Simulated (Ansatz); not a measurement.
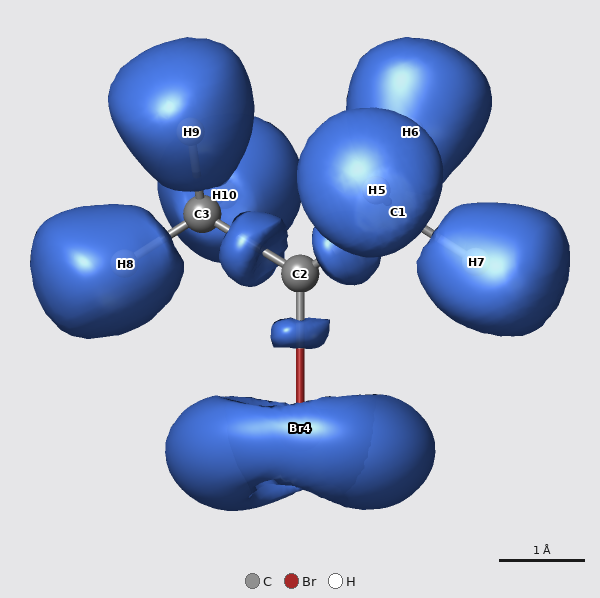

*C3H6Br (charge +1). Isosurface of the ELF at 0.8 (blue), seen at an oblique angle. Only the valence region is drawn (cores and ρ < 0.01 e/Å³ removed).*

Geometry: B3LYP/6-31G*.

Method: isolated molecule in a Gaussian basis; Kohn-Sham density functional theory, functional PBE0 in Ansatz 0.2.0.

Input file:

```
crystal:
  periodic: [false, false, false]
  atoms:
    - {symbol: C, position_ang: [-1.876783, 0.740153, -0.087435]}
    - {symbol: C, position_ang: [-0.521161, 0.536872, -0.616576]}
    - {symbol: C, position_ang: [0.460025, 1.629735, -0.660617]}
    - {symbol: Br, position_ang: [-0.044622, -1.112643, -1.233779]}
    - {symbol: H, position_ang: [-2.474957, 1.149761, -0.926140]}
    - {symbol: H, position_ang: [-1.882150, 1.515567, 0.688386]}
    - {symbol: H, position_ang: [-2.366544, -0.176074, 0.247108]}
    - {symbol: H, position_ang: [1.256764, 1.484012, -1.392182]}
    - {symbol: H, position_ang: [-0.038624, 2.598904, -0.784043]}
    - {symbol: H, position_ang: [0.930982, 1.659506, 0.342505]}
basis:
  gaussian: {orbitals: def2-TZVPD}
total_charge: 1
magnetization: {spin_polarized: false, initial_magnetization: 0}
hamiltonian: {xc: pbe0}
output: {forces: true, orbitals: {seedname: orbitals}}
```

Launched as:

```sh
ansatz run input.yaml --threads 1 --pin off --max-ram 2610MiB --events-out events.jsonl --progress --plain --runs-dir runs
```

**Identify the bonds, lone pairs and shells in this picture.**

The surface consists of one region between bonded Br–C atoms (shared pairs), two regions between bonded C–C atoms (shared pairs), six regions around hydrogen nuclei and one ring or bowl of non-bonding electrons around Br.

Values along the shortest contacts:
C–C (1.47 Å): the ELF peaks at about 0.95 between the atoms (a covalent bond). C–Br (1.82 Å): the ELF peaks at about 0.90 between the atoms, as expected for a covalent bond.
